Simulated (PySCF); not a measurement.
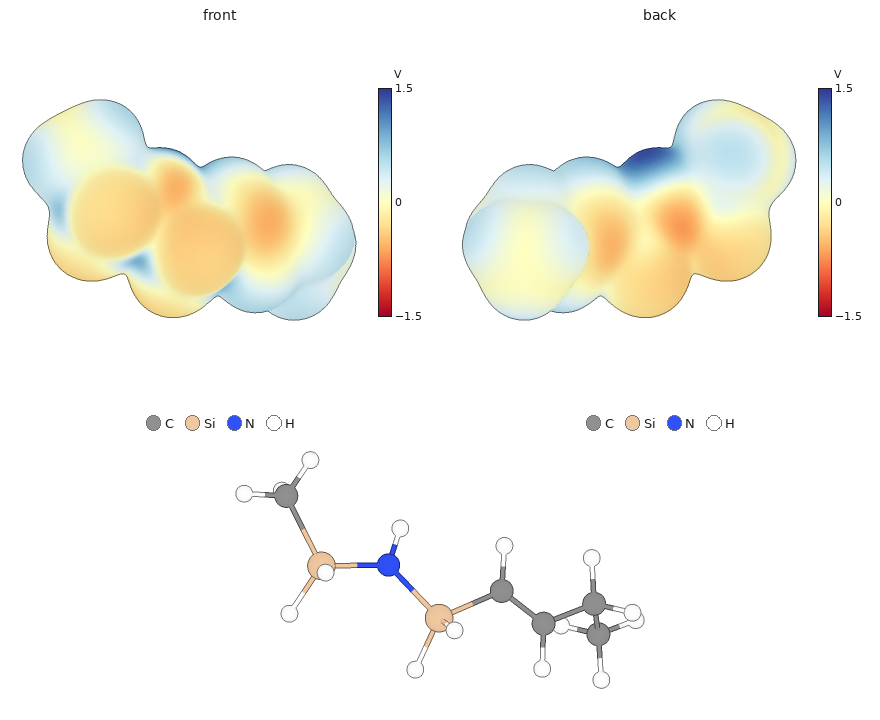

The picture shows: C$_{5}$H$_{15}$NSi$_{2}$. The electrostatic potential painted on the density surface at 0.001 e/bohr³, seen from the front and from behind; the colour scale runs from red (negative) to blue (positive). The bare structure is drawn below in the same view.

Geometry: GFN2-xTB.

Theory: PBE0/pcSseg-1, SCF density, gas phase, non-relativistic in PySCF.

```xyz
23

C     4.2163    1.0463   -0.7648
C     3.3489    0.9201    0.4876
C     2.2756   -0.1046    0.2983
C     0.9724    0.1127    0.4074
Si   -0.3328   -1.2145    0.1607
N    -1.8393   -0.3844   -0.0338
Si   -3.3971   -1.0772   -0.3181
C    -4.6286    0.3542   -0.4790
H     3.6107    1.3605   -1.6121
H     4.6750    0.0901   -1.0074
H     5.0048    1.7796   -0.6111
H     3.9824    0.6198    1.3284
H     2.9034    1.8878    0.7287
H     2.6321   -1.0936    0.0384
H     0.6507    1.1156    0.6694
H    -0.0709   -2.0151   -1.0413
H    -0.4073   -2.1104    1.3242
H    -1.8142    0.6149    0.0839
H    -3.3495   -1.8673   -1.5539
H    -3.7702   -1.9508    0.8031
H    -5.6335   -0.0244   -0.6347
H    -4.6468    0.9701    0.4155
H    -4.3872    0.9975   -1.3202
```

> Describe the electrostatic potential map.

The most negative region (about −0.6 V) lies over C4 and N6, the most positive (about +1.3 V) over H18.
